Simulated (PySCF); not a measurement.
**Saddle-point search, with input and output: CH3AlBr (part 3 of 3)**

CH3AlBr, multiplicity 2; APF/ANO-RCC-MB, UKS, sfX2C (PySCF 2.14.0). The run did not end well.

Geometry of the input (Å):
```
C  -0.3921  0.5122  -0.3086
Al 1.1199  -0.7423  -0.3066
Br 1.3615  -2.1057  1.5141
H  -0.0314  1.5419  -0.3840
H  -0.9758  0.4037  0.6087
H  0.0627  -0.4792  -1.0382
```

## Log, continued
```
Geometry optimization cycle 21
Cartesian coordinates (Angstrom)
 Atom        New coordinates             dX        dY        dZ
   C  -0.437544   0.562531  -0.442775    0.048831 -0.010348 -0.012046
  Al   1.213719  -0.691406  -0.335743    0.003075 -0.000690 -0.006208
  Br   1.358371  -2.106095   1.512728    0.000303 -0.002333  0.001282
   H   0.071712   1.569026  -0.365256    0.007289  0.010767 -0.040656
   H  -0.883393   0.240886   0.550717   -0.010866  0.007195 -0.034522
   H  -0.036444  -0.213188  -1.162526   -0.023757  0.003360 -0.063062
converged SCF energy = -2888.63002789853  <S^2> = 0.76246718  2S+1 = 2.0124286
--------------- sfX2C1eUKS_Scanner gradients ---------------
         x                y                z
0 C    -0.0214974041     0.0006848095    -0.0329925587
1 Al    -0.0881172260     0.0128065923    -0.0270173893
2 Br    -0.0006009513     0.0225962744    -0.0263112361
3 H     0.0045182632    -0.0086350790     0.0191018325
4 H     0.0151385305     0.0055192847     0.0063074125
5 H     0.0905943213    -0.0329393330     0.0608980044
----------------------------------------------
cycle 21: E = -2888.6300279  dE = -0.0151894  norm(grad) = 0.15866
Step   20 : Displace = 3.010e-02/4.909e-02 (rms/max) Trust = 3.000e-02 (=) Grad = 6.477e-02/1.140e-01 (rms/max) E (change) = -2888.6300278985 (-1.519e-02) Quality = 0.992
Hessian Eigenvalues:  -8.313e-02  2.162e-03  3.778e-03  1.082e-02  4.710e-02  5.031e-02  6.005e-02
 7.915e-02  1.370e-01  4.142e-01  4.380e-01  4.706e-01    .....    2.431e+03  3.821e+03  5.857e+03

Geometry optimization cycle 22
Cartesian coordinates (Angstrom)
 Atom        New coordinates             dX        dY        dZ
   C  -0.418697   0.563437  -0.431709    0.018847  0.000906  0.011066
  Al   1.230136  -0.682383  -0.344016    0.016418  0.009023 -0.008273
  Br   1.358473  -2.107992   1.512582    0.000102 -0.001897 -0.000146
   H   0.058946   1.587595  -0.370342   -0.012767  0.018569 -0.005086
   H  -0.893665   0.243355   0.549660   -0.010272  0.002470 -0.001057
   H  -0.073759  -0.201596  -1.217958   -0.037315  0.011591 -0.055431
converged SCF energy = -2888.64702704274  <S^2> = 0.75977475  2S+1 = 2.009751
--------------- sfX2C1eUKS_Scanner gradients ---------------
         x                y                z
0 C    -0.0316582068     0.0104393992    -0.0260371834
1 Al    -0.0740382861     0.0074558427    -0.0238394268
2 Br    -0.0006503539     0.0205476756    -0.0233583229
3 H     0.0063341599    -0.0066954631     0.0189720251
4 H     0.0146671887     0.0049791101     0.0087128478
5 H     0.0853814273    -0.0367038897     0.0455463726
----------------------------------------------
cycle 22: E = -2888.64702704  dE = -0.0169991  norm(grad) = 0.142602
Step   21 : Displace = 2.900e-02/5.555e-02 (rms/max) Trust = 3.000e-02 (=) Grad = 5.822e-02/1.035e-01 (rms/max) E (change) = -2888.6470270427 (-1.700e-02) Quality = 0.966
Hessian Eigenvalues:  -1.271e-01  2.462e-03  3.929e-03  2.554e-02  4.883e-02  5.789e-02  7.777e-02
 8.312e-02  1.446e-01  4.142e-01  4.395e-01  4.710e-01    .....    2.431e+03  3.821e+03  5.857e+03

Geometry optimization cycle 23
Cartesian coordinates (Angstrom)
 Atom        New coordinates             dX        dY        dZ
   C  -0.475914   0.582603  -0.400972   -0.057217  0.019166  0.030737
  Al   1.263343  -0.661247  -0.355188    0.033207  0.021136 -0.011171
  Br   1.357663  -2.107650   1.508059   -0.000809  0.000342 -0.004523
   H   0.032775   1.599922  -0.311343   -0.026171  0.012327  0.058998
   H  -0.887943   0.223460   0.605210    0.005722 -0.019895  0.055550
   H  -0.117923  -0.162119  -1.212089   -0.044165  0.039477  0.005869
converged SCF energy = -2888.65448134044  <S^2> = 0.76704612  2S+1 = 2.0169741
--------------- sfX2C1eUKS_Scanner gradients ---------------
         x                y                z
0 C    -0.0316799820     0.0099988115    -0.0218186768
1 Al    -0.0637237267     0.0046897491    -0.0180324255
2 Br    -0.0003154046     0.0184674933    -0.0207810545
3 H     0.0071802663    -0.0032953462     0.0172783099
4 H     0.0116774519     0.0046685690     0.0108832014
5 H     0.0768951725    -0.0345235405     0.0324847381
----------------------------------------------
cycle 23: E = -2888.65448134  dE = -0.0074543  norm(grad) = 0.124732
```

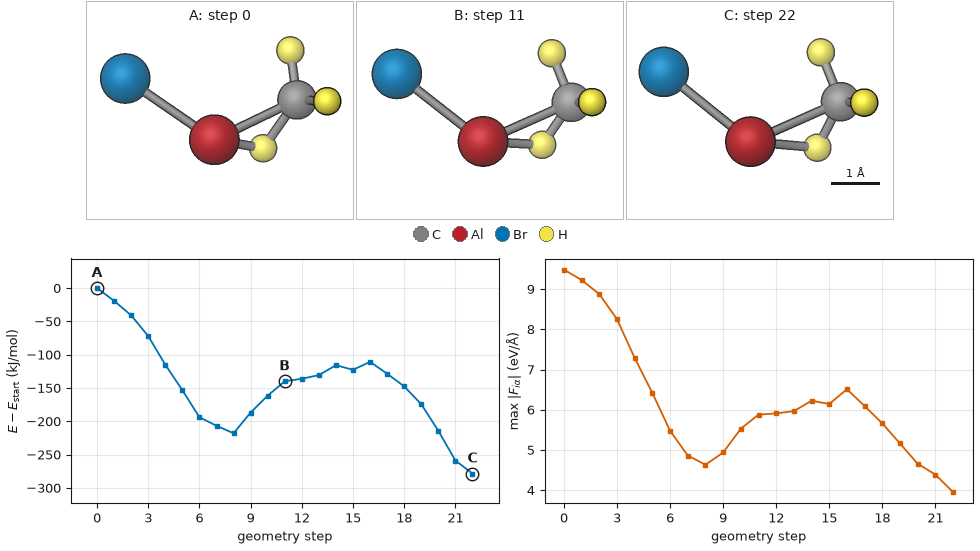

Fig. 1: Frames of the saddle-point search (ball-and-stick view, seen on its broad side) above the curves, on which the letters mark them (steps are counted from 0).

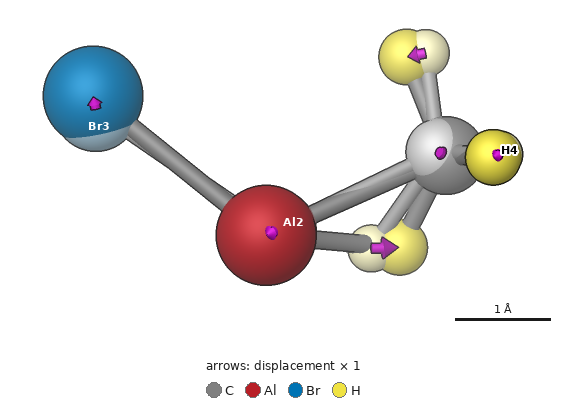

Fig. 2: Start (faint) and end (solid) with the displacements as pink arrows, at true length (ball-and-stick view, seen on its broad side). The two geometries are laid on each other by the best rigid fit. The run was cut off at its time limit before the relaxation converged, so the last structure is only a point on the way. After 22 geometry steps the energy has fallen by 278.4 kJ/mol. The largest force component goes from 9.5 to 4 eV/Å. H6 moves most after the best rigid fit: 0.31 Å. By element the largest moves are H 0.31 Å, Br 0.15 Å, Al 0.12 Å, C 0.12 Å. Distances before and after: Al2–H6 1.312 → 1.700 Å, C1–Al2 1.965 → 2.139 Å, C1–H6 1.312 → 1.158 Å, Al2–Br3 2.287 → 2.361 Å. Among the angles that change: Al2–C1–H5 110.3° → 95.2°, Al2–C1–H4 110.3° → 98.9°, Al2–C1–H6 41.5° → 52.4°. (Atoms are counted from 1 in the order of the input.)

```
Step   22 : Displace = 3.120e-02/4.862e-02 (rms/max) Trust = 3.000e-02 (=) Grad = 5.092e-02/9.033e-02 (rms/max) E (change) = -2888.6544813404 (-7.454e-03) Quality = 0.894
Hessian Eigenvalues:  -5.924e-02  3.499e-03  3.931e-03  2.576e-02  4.863e-02  5.671e-02  5.992e-02
 8.109e-02  1.354e-01  4.146e-01  4.408e-01  4.714e-01    .....    2.431e+03  3.821e+03  5.857e+03

Geometry optimization cycle 24
Cartesian coordinates (Angstrom)
 Atom        New coordinates             dX        dY        dZ
   C  -0.525811   0.593751  -0.392968   -0.049897  0.011148  0.008004
  Al   1.283789  -0.646557  -0.362357    0.020446  0.014690 -0.007170
  Br   1.356623  -2.106710   1.503575   -0.001040  0.000940 -0.004484
   H   0.027181   1.588375  -0.269249   -0.005594 -0.011546  0.042094
   H  -0.866426   0.189447   0.626786    0.021517 -0.034013  0.021576
   H  -0.139950  -0.117376  -1.183860   -0.022027  0.044744  0.028228
```

## Trajectory as extended XYZ (Å, eV, eV/Å), 23 frames, from step=0 to step=22
```
6
Properties=species:S:1:pos:R:3:forces:R:3 step=0 energy=-78601.40785
C    -0.3921    0.5122   -0.3086    2.4057  -2.0213  -0.0425
Al    1.1199   -0.7423   -0.3066    8.1808  -0.7213   4.1101
Br    1.3615   -2.1057    1.5141    0.1761  -1.5616   1.7021
H    -0.0314    1.5419   -0.3840    0.2814   1.4849  -1.8500
H    -0.9758    0.4037    0.6087   -1.5597  -1.1030   0.9060
H     0.0627   -0.4792   -1.0382   -9.4841   3.9199  -4.8231
6
Properties=species:S:1:pos:R:3:forces:R:3 step=1 energy=-78601.60504
C    -0.3932    0.5092   -0.3120    2.3050  -1.8936   0.0067
Al    1.1228   -0.7416   -0.3082    7.9807  -0.7858   3.8219
Br    1.3615   -2.1057    1.5141    0.1701  -1.5534   1.6956
H    -0.0287    1.5397   -0.3835    0.2537   1.4053  -1.7976
H    -0.9731    0.3950    0.6094   -1.4854  -1.0743   0.8274
H     0.0497   -0.4606   -1.0340   -9.2241   3.8994  -4.5513
6
Properties=species:S:1:pos:R:3:forces:R:3 step=2 energy=-78601.83141
C    -0.3979    0.5062   -0.3173    2.1476  -1.6852   0.0981
Al    1.1279   -0.7403   -0.3109    7.7309  -0.8727   3.4729
Br    1.3617   -2.1059    1.5140    0.1620  -1.5362   1.6815
H    -0.0233    1.5361   -0.3777    0.2260   1.3218  -1.7234
H    -0.9653    0.3807    0.6134   -1.3916  -1.0382   0.7418
H     0.0344   -0.4351   -1.0276   -8.8751   3.8080  -4.2682
6
Properties=species:S:1:pos:R:3:forces:R:3 step=3 energy=-78602.15373
C    -0.4060    0.5045   -0.3212    1.9298  -1.3480   0.2845
Al    1.1367   -0.7376   -0.3157    7.2576  -0.9224   2.9928
Br    1.3620   -2.1061    1.5137    0.1517  -1.5006   1.6482
H    -0.0156    1.5337   -0.3612    0.1686   1.1962  -1.6134
H    -0.9493    0.3566    0.6259   -1.2583  -0.9763   0.5979
H     0.0128   -0.4004   -1.0260   -8.2499   3.5482  -3.9070
6
Properties=species:S:1:pos:R:3:forces:R:3 step=4 energy=-78602.59912
C    -0.4187    0.5069   -0.3200    1.6810  -0.9116   0.5721
Al    1.1509   -0.7316   -0.3236    6.4936  -0.8979   2.3844
Br    1.3623   -2.1064    1.5132    0.1377  -1.4313   1.5791
H    -0.0051    1.5348   -0.3272    0.0702   1.0195  -1.4650
H    -0.9215    0.3193    0.6508   -1.0971  -0.8749   0.3756
H    -0.0189   -0.3538   -1.0354   -7.2862   3.0931  -3.4430
6
Properties=species:S:1:pos:R:3:forces:R:3 step=5 energy=-78602.99589
C    -0.4302    0.5140   -0.3125    1.5314  -0.6188   0.7925
Al    1.1659   -0.7234   -0.3318    5.7686  -0.8408   1.9005
Br    1.3623   -2.1063    1.5127    0.1251  -1.3506   1.4942
H     0.0069    1.5387   -0.2841   -0.0222   0.8723  -1.3401
H    -0.8926    0.2831    0.6771   -0.9873  -0.7752   0.1675
H    -0.0494   -0.3084   -1.0535   -6.4166   2.7102  -3.0118
6
Properties=species:S:1:pos:R:3:forces:R:3 step=6 energy=-78603.41690
C    -0.4304    0.5019   -0.3370    1.3166   0.0865   1.6516
Al    1.1783   -0.7187   -0.3393    5.0519  -0.7885   1.6521
Br    1.3634   -2.1084    1.5123    0.1257  -1.2774   1.4074
H    -0.0087    1.5357   -0.2659   -0.1185   0.7245  -1.2214
H    -0.9248    0.2273    0.6313   -0.9000  -0.6441  -0.0818
H    -0.0672   -0.2522   -1.0898   -5.4768   1.8966  -3.4055
6
Properties=species:S:1:pos:R:3:forces:R:3 step=7 energy=-78603.54902
C    -0.4090    0.5019   -0.3329    0.9020   1.7374   3.3140
Al    1.1842   -0.7170   -0.3436    4.8637  -0.7555   1.3588
Br    1.3655   -2.1102    1.5098    0.1285  -1.2422   1.3696
H     0.0021    1.5423   -0.3197   -0.2389   0.6079  -1.1571
H    -0.9082    0.2648    0.6430   -0.8570  -0.5461  -0.1216
H    -0.1089   -0.2253   -1.0413   -4.7995   0.1960  -4.7613
6
Properties=species:S:1:pos:R:3:forces:R:3 step=8 energy=-78603.66569
C    -0.4225    0.4925   -0.3525    0.8538   1.3430   3.2325
Al    1.1899   -0.7133   -0.3442    4.5636  -0.7735   1.4153
Br    1.3653   -2.1113    1.5112    0.1302  -1.2128   1.3338
H    -0.0167    1.5320   -0.2594   -0.1953   0.6562  -1.1274
H    -0.9386    0.1942    0.5995   -0.8618  -0.5317  -0.2183
H    -0.0908   -0.1958   -1.0954   -4.4916   0.5168  -4.6339
6
Properties=species:S:1:pos:R:3:forces:R:3 step=9 energy=-78603.34323
C    -0.4450    0.4819   -0.3786    0.4625   1.1420   2.9964
Al    1.1873   -0.7117   -0.3348    4.9386  -1.0477   1.5937
Br    1.3621   -2.1103    1.5131    0.1264  -1.2711   1.4194
H    -0.0110    1.4961   -0.1938   -0.0708   0.8804  -1.1377
H    -0.9428    0.1340    0.5653   -0.9552  -0.6108  -0.1743
H    -0.0379   -0.1882   -1.1116   -4.5030   0.9052  -4.6957
6
Properties=species:S:1:pos:R:3:forces:R:3 step=10 energy=-78603.07977
C    -0.4522    0.4961   -0.3590    0.5857   0.8327   2.3012
Al    1.1819   -0.7125   -0.3294    5.5300  -1.0663   1.6299
Br    1.3621   -2.1075    1.5122    0.1117  -1.3284   1.4984
H     0.0107    1.5071   -0.2397   -0.0514   0.8709  -1.1840
H    -0.8974    0.1926    0.6256   -0.9487  -0.6382  -0.0305
H    -0.0389   -0.2364   -1.0604   -5.2288   1.3270  -4.2130
6
Properties=species:S:1:pos:R:3:forces:R:3 step=11 energy=-78602.85677
C    -0.5055    0.5231   -0.3554    0.3255   0.4749   1.5639
Al    1.1886   -0.7010   -0.3231    5.8790  -1.1465   1.5130
Br    1.3600   -2.1038    1.5111    0.0728  -1.3503   1.5613
H     0.0279    1.5031   -0.2246    0.0443   0.8766  -1.0722
H    -0.8718    0.1991    0.6608   -0.8586  -0.6230   0.0813
H    -0.0264   -0.2374   -1.0255   -5.4647   1.7658  -3.6457
6
Properties=species:S:1:pos:R:3:forces:R:3 step=12 energy=-78602.81757
C    -0.5629    0.5549   -0.3527   -0.0250   0.5667   1.3844
Al    1.2038   -0.6841   -0.3214    5.9100  -1.1971   1.2068
Br    1.3586   -2.1008    1.5081    0.0292  -1.3279   1.5652
H     0.0361    1.5036   -0.2063    0.0447   0.8202  -0.9031
H    -0.8564    0.1996    0.6852   -0.7584  -0.5241   0.1196
H    -0.0266   -0.2075   -0.9853   -5.2023   1.6599  -3.3720
6
Properties=species:S:1:pos:R:3:forces:R:3 step=13 energy=-78602.76112
C    -0.6176    0.5892   -0.3492   -0.0103   0.3764   1.1612
Al    1.2216   -0.6684   -0.3213    5.9670  -1.2440   1.0056
Br    1.3577   -2.0981    1.5043   -0.0106  -1.3016   1.5499
H     0.0277    1.5147   -0.1857    0.0135   0.7633  -0.7940
H    -0.8541    0.2108    0.7039   -0.7034  -0.4334   0.1167
H    -0.0154   -0.1807   -0.9442   -5.2582   1.8375  -3.0393
6
Properties=species:S:1:pos:R:3:forces:R:3 step=14 energy=-78602.60669
C    -0.6534    0.6136   -0.3450   -0.0094   0.4184   1.2561
Al    1.2376   -0.6615   -0.3222    6.2245  -1.3854   0.8519
Br    1.3594   -2.0975    1.4995   -0.0399  -1.3062   1.5641
H     0.0097    1.5318   -0.1731   -0.0384   0.7381  -0.7538
H    -0.8634    0.2384    0.7209   -0.6975  -0.3732   0.1026
H     0.0053   -0.1556   -0.8828   -5.4413   1.9071  -3.0214
6
Properties=species:S:1:pos:R:3:forces:R:3 step=15 energy=-78602.67838
C    -0.6020    0.5883   -0.3641   -0.1408   0.5142   1.2743
Al    1.2192   -0.6749   -0.3207    6.1441  -1.3268   1.0878
Br    1.3587   -2.0991    1.5048   -0.0119  -1.3301   1.5860
H     0.0389    1.5187   -0.2149   -0.0175   0.7235  -0.7371
H    -0.8607    0.2108    0.6839   -0.6746  -0.3420   0.1141
H    -0.0018   -0.1820   -0.9402   -5.3013   1.7593  -3.3248
6
Properties=species:S:1:pos:R:3:forces:R:3 step=16 energy=-78602.55435
C    -0.6334    0.5895   -0.3078   -0.2425   0.5051   1.3481
Al    1.2345   -0.6705   -0.3210    6.5112  -1.4022   0.8471
Br    1.3613   -2.0996    1.5002   -0.0283  -1.3524   1.6131
H    -0.0246    1.5443   -0.1539    0.0205   0.6217  -0.7994
H    -0.8618    0.2173    0.7526   -0.6253  -0.3777   0.0797
H     0.0029   -0.1746   -0.8618   -5.6377   2.0042  -3.0889
6
Properties=species:S:1:pos:R:3:forces:R:3 step=17 energy=-78602.73949
C    -0.5860    0.5885   -0.3580   -0.0835   0.3967   1.3521
Al    1.2234   -0.6796   -0.3228    6.0930  -1.2277   1.1171
Br    1.3602   -2.1014    1.5052   -0.0157  -1.3218   1.5809
H     0.0040    1.5544   -0.2138    0.0350   0.5178  -0.8684
H    -0.8616    0.2256    0.6923   -0.6199  -0.3853  -0.0076
H    -0.0021   -0.1934   -0.9478   -5.4108   2.0183  -3.1736
6
Properties=species:S:1:pos:R:3:forces:R:3 step=18 energy=-78602.93619
C    -0.5350    0.5812   -0.4056    0.1419   0.3827   1.4634
Al    1.2142   -0.6865   -0.3256    5.6611  -1.0957   1.3250
Br    1.3589   -2.1024    1.5089    0.0007  -1.2878   1.5353
H     0.0472    1.5494   -0.2777   -0.0236   0.5272  -0.8824
H    -0.8672    0.2290    0.6281   -0.6625  -0.3565  -0.0789
H    -0.0040   -0.2036   -1.0269   -5.1194   1.8280  -3.3616
6
Properties=species:S:1:pos:R:3:forces:R:3 step=19 energy=-78603.21409
C    -0.4864    0.5729   -0.4307    0.6196   0.0926   1.4903
Al    1.2106   -0.6907   -0.3295    5.1625  -0.8867   1.4332
Br    1.3581   -2.1038    1.5114    0.0157  -1.2370   1.4625
H     0.0644    1.5583   -0.3246   -0.1050   0.4820  -0.9445
H    -0.8725    0.2337    0.5852   -0.7171  -0.3288  -0.1955
H    -0.0127   -0.2165   -1.0995   -4.9776   1.8760  -3.2452
6
Properties=species:S:1:pos:R:3:forces:R:3 step=20 energy=-78603.62741
C    -0.4375    0.5625   -0.4428    1.1054  -0.0352   1.6965
Al    1.2137   -0.6914   -0.3357    4.5312  -0.6585   1.3893
Br    1.3584   -2.1061    1.5127    0.0309  -1.1619   1.3530
H     0.0717    1.5690   -0.3653   -0.2323   0.4440  -0.9823
H    -0.8834    0.2409    0.5507   -0.7785  -0.2838  -0.3243
H    -0.0364   -0.2132   -1.1625   -4.6585   1.6938  -3.1315
6
Properties=species:S:1:pos:R:3:forces:R:3 step=21 energy=-78604.08998
C    -0.4187    0.5634   -0.4317    1.6279  -0.5368   1.3389
Al    1.2301   -0.6824   -0.3440    3.8072  -0.3834   1.2259
Br    1.3585   -2.1080    1.5126    0.0334  -1.0566   1.2011
H     0.0589    1.5876   -0.3703   -0.3257   0.3443  -0.9756
H    -0.8937    0.2434    0.5497   -0.7542  -0.2560  -0.4480
H    -0.0738   -0.2016   -1.2180   -4.3905   1.8874  -2.3421
6
Properties=species:S:1:pos:R:3:forces:R:3 step=22 energy=-78604.29282
C    -0.4759    0.5826   -0.4010    1.6291  -0.5142   1.1220
Al    1.2633   -0.6612   -0.3552    3.2768  -0.2412   0.9273
Br    1.3577   -2.1077    1.5081    0.0162  -0.9496   1.0686
H     0.0328    1.5999   -0.3113   -0.3692   0.1695  -0.8885
H    -0.8879    0.2235    0.6052   -0.6005  -0.2401  -0.5596
H    -0.1179   -0.1621   -1.2121   -3.9541   1.7753  -1.6704
```

## Outcome

- outcome: stopped at the time limit
- basis functions: 35
- wall time: 17 min
- peak memory: 0.72 GiB

## Diagnosis

The run was cut off by its time limit, so the output is incomplete.
